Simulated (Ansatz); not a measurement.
# CsRuBr3, from a guessed structure to a relaxed one, part 2 of 2

Starting from a made-up structure for CsRuBr3, the aim is the relaxed cell, its shortest contacts and, where a second run follows, its electronic structure.

Ansatz 0.2.0; DFT, PBEsol, plane-wave PAW, files of the set soft_1, scalar-relativistic, no spin, cell and ions relaxed at zero pressure; PAW set soft_1 (the session's first sound run).

So far: Starting point; Relaxation of the guess. The relaxed cell has a = 5.133 Å (conventional setting).

## Step 3: Bands of the relaxed cell

With the geometry fixed, one more self-consistent run, with a narrower smearing and the mesh shown in its input, gives the bands, and its pressure, and its forces where symmetry allows any, show how far the geometry depends on these settings.

This step: DFT, PBEsol, plane-wave PAW, files of the set soft_1, scalar-relativistic, no spin, bands and density of states at the relaxed cell; PAW set soft_1 (Ansatz 0.2.0).

input.yaml

```yaml
crystal:
  lattice:
    - [5.1331384761, 0.0, 0.0]
    - [0.0, 5.1331384761, 0.0]
    - [0.0, 0.0, 5.1331384761]
  atoms:
    - { symbol: Cs, position: [0.0, 0.0, 0.0] }
    - { symbol: Ru, position: [0.5, 0.5, 0.5] }
    - { symbol: Br, position: [0.5, 0.5, 0.0] }
    - { symbol: Br, position: [0.5, 0.0, 0.5] }
    - { symbol: Br, position: [0.0, 0.5, 0.5] }
kpoints:
  mp_grid: { grid: [6, 6, 6] }
  band_path:
    path:
      - [[0.0, 0.0, 0.0], [0.0, 0.5, 0.0], [0.5, 0.5, 0.0], [0.0, 0.0, 0.0], [0.5, 0.5, 0.5], [0.0, 0.5, 0.0]]
      - [[0.5, 0.5, 0.0], [0.5, 0.5, 0.5]]
    npoints: 13
scf:
  occupations: { method: fermi_dirac, width: 0.03 }
  n_extra_bands: 9
hamiltonian:
  xc: pbesol
  pseudopotentials: { kind: paw, azcp: { folder: soft_1 }, xc_functional: pbe }
output:
  forces: true
  stress: true
  write_bands: true
  dos: { projected: true }
  write_density: true
  write_potential: true
  elf: true
  volumetric_format: npy
```

Started as:

```sh
ansatz run input.yaml --threads 4 --pin off --max-ram 8192MiB --backend cpu --events-out ev --progress --plain --runs-dir out
```

Numbers of over 12 decimals in the logs are rounded to 6 here.

The program printed:

```text
[...]
Crystal: 5 atoms, lattice volume = 135.254 Å³
Basis set: ecut = 420 eV, 2601 PW (Γ), exchange–correlation on 72×72×72 points (8 copies of the dense FFT grid, shifted against one another)
Bands: 32, of which v1, the nominal top of the filled ones, is band 23 counted from 1 (22 counted from 0)
Symmetry: 48 space group operations
[...]
k-points: 20 of 216
[...]
SCF iter   1: F=—  HF=-19616.197227 eV  |F-HF|=—  |Δ(HF+E_count)|=         —  Δρ=4.05e-2  dr2=2.81e0  ethr=3.10e-3  ⟨swp⟩=7.7  Hψ=3060  notcnv=0
[...]
SCF iter   9: F=-19614.936392 eV  HF=-19614.936392 eV  |F-HF|=2.45e-8  |Δ(HF+E_count)|=   9.21e-7  Δρ=4.45e-6  dr2=1.96e-8  ethr=2.17e-10  ⟨swp⟩=16.4  Hψ=5369  notcnv=0
SCF 1 converged in 9 iterations: F = -19614.936392 eV  dr2 = 1.96e-8
[...]
NSCF: frozen V_eff on 80 k-points
SCF converged after 9 iterations
Free energy (F): -19614.936392 eV
[...]
Internal energy: -19614.911883 eV  (E = F + TS)
E sigma→0 (E₀):  -19614.924137 eV
Entropy (-TS):   -0.024510 eV (-4.902 meV/atom)
Fermi energy:    7.297190 eV
[...]
--- Stress (GPa, compression-positive) ---
       -0.124773      -0.000000       0.000000
        0.000000      -0.124773       0.000000
        0.000000       0.000000      -0.124773
  P = ⅓ Tr σ = -0.1248 GPa (-1.248 kbar)
--- Band table (eV; the first three rows and the last of 20) ---
  k-point 0: bands = [... 19 lower, 5.3966, 5.9041, 5.9041, 5.9041, 6.5923, 6.5923, 10.2948, 11.0170, ... 5 higher]
  k-point 1: bands = [... 19 lower, 5.1961, 5.9112, 6.3899, 6.3899, 6.5942, 7.2147, 10.8665, 11.3263, ... 5 higher]
  k-point 2: bands = [... 19 lower, 5.0351, 5.9253, 6.5972, 6.9913, 6.9913, 7.7403, 11.9816, 12.3149, ... 5 higher]
  k-point 19: bands = [... 19 lower, 5.7116, 7.5411, 7.5411, 7.5411, 10.6770, 10.6770, 11.6998, 11.6998, ... 5 higher]
```

Run time: 2.3 s. Hardware: 4 threads of Intel Xeon Platinum 8559C (Emerald Rapids), shared host; peak memory 0.58 GiB.

Reading the cycles: dr2 is the Hartree energy of the density residual (eV), the measure of convergence; HF is the Harris–Foulkes estimate of the energy, which meets the free energy F at convergence.

Numbers from this step:

```
free energy             : -19614.9364 eV
energy at zero smearing : -19614.9241 eV
smearing term TS        : 0.02451 eV
Fermi energy            : 7.297 eV
pressure                : -0.1248 GPa
```

From bands.tsv, the bands that come nearest the Fermi level along the path, at its corners, in eV from the Fermi level:

| point | band 20 | band 21 | band 22 | band 23 | band 24 | band 25 | band 26 | band 27 |
| --- | --- | --- | --- | --- | --- | --- | --- | --- |
| Γ | -1.90 | -1.39 | -1.39 | -1.39 | -0.70 | -0.70 | 3.00 | 3.72 |
| X | -2.32 | -1.36 | -0.70 | -0.06 | -0.06 | 0.59 | 5.38 | 5.55 |
| M | -1.62 | -0.20 | -0.10 | -0.10 | 0.09 | 3.37 | 5.92 | 6.20 |
| Γ | -1.90 | -1.39 | -1.39 | -1.39 | -0.70 | -0.70 | 3.00 | 3.72 |
| R | -1.59 | 0.24 | 0.24 | 0.24 | 3.38 | 3.38 | 4.40 | 4.40 |
| X | -2.32 | -1.36 | -0.70 | -0.06 | -0.06 | 0.59 | 5.38 | 5.55 |
| M | -1.62 | -0.20 | -0.10 | -0.10 | 0.09 | 3.37 | 5.92 | 6.20 |
| R | -1.59 | 0.24 | 0.24 | 0.24 | 3.38 | 3.38 | 4.40 | 4.40 |

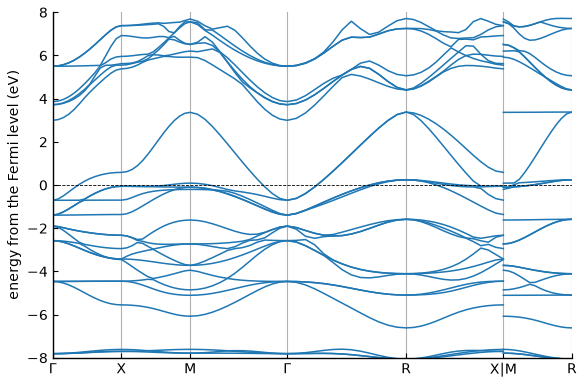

Bands along the path. 8 bands lie wholly below the window drawn.

States per cell as run, both spins, in windows of 1 eV, from dos.tsv (zero at the Fermi level):

| from | to | total |
| --- | --- | --- |
| -8 | -7 | 5.97 |
| -7 | -6 | 0.36 |
| -6 | -5 | 1.86 |
| -5 | -4 | 5.30 |
| -4 | -3 | 4.16 |
| -3 | -2 | 5.35 |
| -2 | -1 | 1.24 |
| -1 | 0 | 5.75 |
| 0 | 1 | 2.07 |
| 1 | 2 | 0.97 |
| 2 | 3 | 0.83 |
| 3 | 4 | 0.21 |
| 4 | 5 | 1.28 |

A further 16.0 states lie below the table's range.

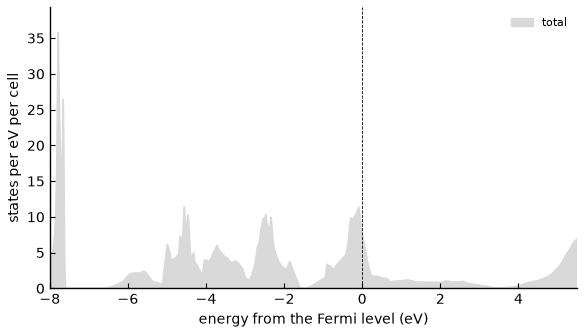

Total density of states, smoothed over about 0.04 eV.

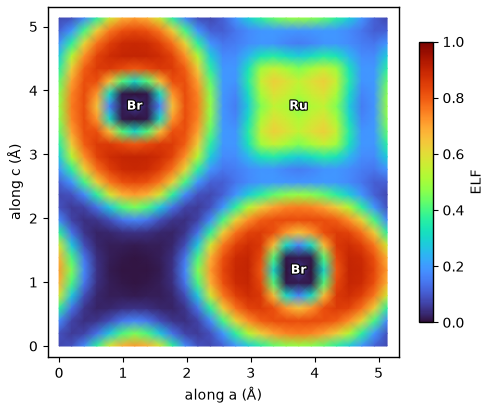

ELF in the ac plane at fractional y = 0.500, with atoms of Ru and Br within 0.2 Å of it. It is the smooth field of the valence electrons, not physical close to the nuclei. The map starts off the cell's origin, so that atoms lie inside it.

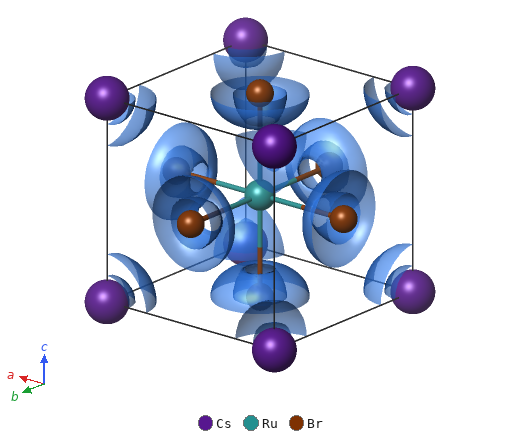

Surface of ELF = 0.83.

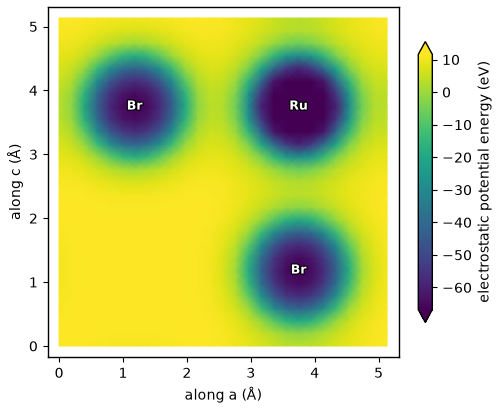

Electrostatic potential energy in the ac plane at fractional y = 0.500, with atoms of Ru and Br within 0.2 Å of it. With pseudopotentials it is smooth inside the atoms' cores, unlike the true potential. The map starts off the cell's origin, so that atoms lie inside it.

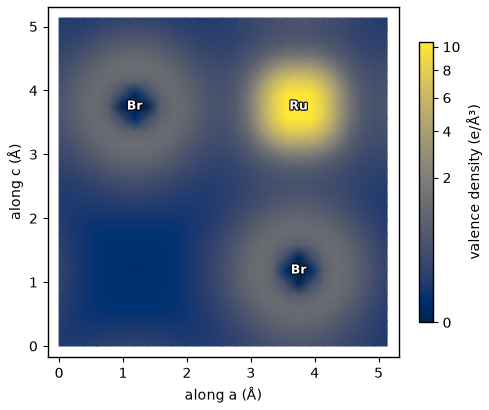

Valence density in the ac plane at fractional y = 0.500, with atoms of Ru and Br within 0.2 Å of it. It is the smooth field of the valence electrons, not physical close to the nuclei. The map starts off the cell's origin, so that atoms lie inside it. The colour scale is stretched toward low values.

## Step 4: Outcome

```json
{"space group, relaxed": "Pm-3m", "conventional cell": "a = 5.133, b = 5.133, c = 5.133 Å; α = 90.0°, β = 90.0°, γ = 90.0°", "volume per atom": "27.05 Å³ (guess 33.75)"}
```

In words: CsRuBr3 relaxes to Pm-3m with a = 5.133, b = 5.133 and c = 5.133 Å. The guessed volume was 25 % too large. The space group Pm-3m was held in the relaxation, so the end point is a stationary structure within it and may be a saddle against distortions or other arrangements. Bands cross the Fermi level, so it is a metal or semimetal at this level. On the 6×6×6 mesh with the narrower smearing (relaxed on 5×5×5) the forces vanish, as symmetry may demand, and the largest stress component is 0.125 GPa, against the relaxation's thresholds of 0.015 eV/Å and 0.05 GPa. The cutoff wasn't tested. Spin-orbit coupling is left out, which can matter for elements this heavy. No dispersion term is used, so weakly bound directions may come out too long. The runs have no spin, and magnetism wasn't tested. Nothing here tests whether the compound is stable against decomposition.

[Logs are printed without paths, hosts, clocks, repeated set-up lines and the standing remarks that a program may print on its own settings, such as how far it seeks lower states.]

[Hosts, paths, dates, database ids (printed as entryN), source tags and the programs' standing remarks are cut or masked in the printed files.]
